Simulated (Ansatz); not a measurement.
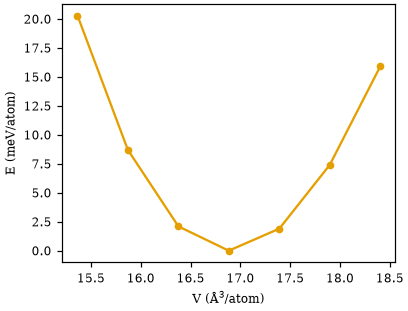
Figure. SrAl2H2 in space group P-3m1 (No. 164; H on 2d, Al on 2d, Sr on 1a) under volume change, r²SCAN in the plane-wave PAW code Ansatz, shape and atoms relaxed at each volume.

Task: What does a third-order Birch–Murnaghan fit give for V₀, B₀ and B′?

Result: V₀ = 16.89 Å³/atom, B₀ = 41.9 GPa, B′ = 3.0.

The workflow started from an entry of the Crystallography Open Database (COD). Whether it is the stable phase at ambient conditions was not checked. The cell was relaxed with r²SCAN under the symmetry of its start; whether a distortion lowers the energy is not shown.

Potentials: the later of the program's two PAW sets.
